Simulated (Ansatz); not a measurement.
GeH₁₄OSi₄

Input file:

```
crystal:
  periodic: [false, false, false]
  atoms:
    - {symbol: Ge, position_ang: [-0.281178, 1.001768, 2.733942]}
    - {symbol: H, position_ang: [1.503431, 0.456421, 2.866246]}
    - {symbol: H, position_ang: [1.353861, 0.210050, 1.812005]}
    - {symbol: O, position_ang: [0.531084, 0.285681, 1.021747]}
    - {symbol: Si, position_ang: [0.127026, -0.200550, -0.542604]}
    - {symbol: Si, position_ang: [1.846652, 0.429213, -2.003919]}
    - {symbol: Si, position_ang: [-1.854575, 0.866042, -1.199387]}
    - {symbol: Si, position_ang: [-0.184143, -2.523270, -0.619047]}
    - {symbol: H, position_ang: [-0.641586, -0.003318, 3.839724]}
    - {symbol: H, position_ang: [-1.578881, 1.209246, 1.896435]}
    - {symbol: H, position_ang: [0.137330, 2.397463, 3.225063]}
    - {symbol: H, position_ang: [1.501267, -0.035423, -3.375292]}
    - {symbol: H, position_ang: [3.136162, -0.192766, -1.596440]}
    - {symbol: H, position_ang: [2.012283, 1.908037, -2.020662]}
    - {symbol: H, position_ang: [-3.037332, 0.336981, -0.470191]}
    - {symbol: H, position_ang: [-1.757298, 2.334084, -0.979263]}
    - {symbol: H, position_ang: [-2.041713, 0.610203, -2.655234]}
    - {symbol: H, position_ang: [-0.550389, -2.917539, -2.007329]}
    - {symbol: H, position_ang: [1.058735, -3.243045, -0.228088]}
    - {symbol: H, position_ang: [-1.280733, -2.929279, 0.302194]}
basis:
  gaussian: {orbitals: def2-TZVPP}
hamiltonian: {xc: pbe0, dispersion: d4}
output: {orbitals: {seedname: orbitals}}
```

Command:

```sh
ansatz run in.yaml --threads 4 --pin off --events-out ev --progress --plain --max-ram 41984MiB --backend cuda --devices 0, --max-vram 37GiB
```

A transition-state structure; geometry: PBE0-D4/def2-TZVP.

Computed with RKS PBE0-D4/def2-TZVPP in Ansatz 0.2.0.

Q: What will maps of the electron density and electron localisation function show?

A: Si–O (1.69 Å): the density is about 1 e/Å³ at the midpoint; the ELF peaks at about 0.85 between the atoms, as expected for a shared but strongly polarised pair.
Ge–O (2.03 Å): ρ is about 0.54 e/Å³ halfway; the ELF peaks at about 0.85 in the valence shell of O, 0.6 Å from its nucleus, and is about 0.30 at the midpoint.
O–H (1.14 Å): the density is about 2.6 e/Å³ at the midpoint; the ELF climbs to about 0.95 towards the hydrogen, as it does in any bond to H.
Ge–H (1.56 Å): the density is about 1 e/Å³ at the midpoint; the ELF climbs to about 1 towards the hydrogen.

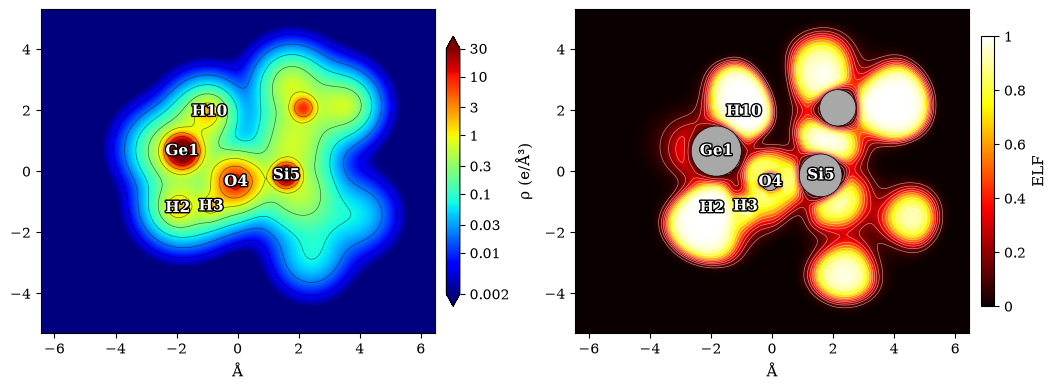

Computed electron density and electron localisation function on the plane of atoms O4, Ge1 and H10, in this order. Grey discs cover the atomic cores in the ELF map. 
